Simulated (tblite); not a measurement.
# C8H15Al: the cost of one run

Programs: tblite 0.8.0 and PySCF 2.14.0, with density-fitted response routines of our own. Each step states its level of theory. These are calculated values for one molecule in the gas phase, unless marked as measured. Atoms count from 0, in the outputs and in this text.

## 1. The molecule as given

24 atoms, charge 0, multiplicity 1; geometry from: force field or distance geometry start.

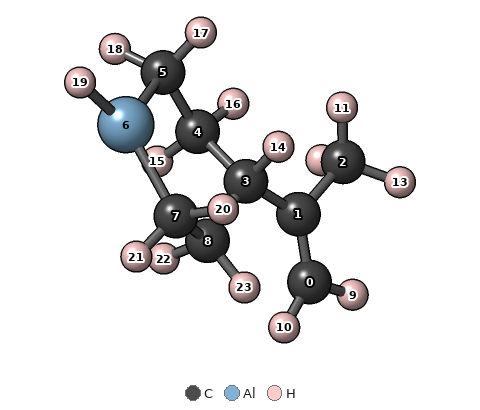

As it starts; carbon dark grey, aluminium light blue, hydrogen pink, atoms numbered; sticks join atoms by distance.

## 2. Optimising the geometry with GFN2-xTB

Job settings and geometry (Å):

```
{"job": {"kind": "relax", "xc": "GFN2-xTB", "basis": "xTB"}, "charge": 0, "multiplicity": 1}
C     -2.323800     0.535700    -1.068600
C     -1.593200     0.298900    -0.024900
C     -2.300600     0.066600     1.279700
C     -0.108700     0.230800     0.037500
C      0.254800    -1.146000     0.604900
C      1.636800    -1.166000     1.257800
Al     2.825200    -0.217600    -0.078700
C      1.884800     1.037200    -1.296500
C      0.426400     0.512600    -1.331200
H     -3.431200     0.552200    -0.880000
H     -2.038600     0.715800    -2.073200
H     -1.653700     0.141500     2.147900
H     -2.719400    -0.961800     1.254800
H     -3.203800     0.738500     1.372800
H      0.209500     1.017500     0.790500
H      0.144500    -1.955100    -0.139800
H     -0.464400    -1.344600     1.421000
H      1.694400    -0.592600     2.178700
H      2.044000    -2.199400     1.349500
H      4.403000    -0.115200     0.174300
H      1.802600     2.065000    -0.898600
H      2.311100     0.959700    -2.313800
H      0.396900    -0.425800    -1.890500
H     -0.208400     1.272000    -1.866100
```

Command:

```
> OMP_NUM_THREADS=1 python probes_run.py task.json out
```

This one command runs all jobs of the session in turn.

Q: Estimate the wall time of this first job on 1 thread of Arm Neoverse N1, shared host.

About 2 s.
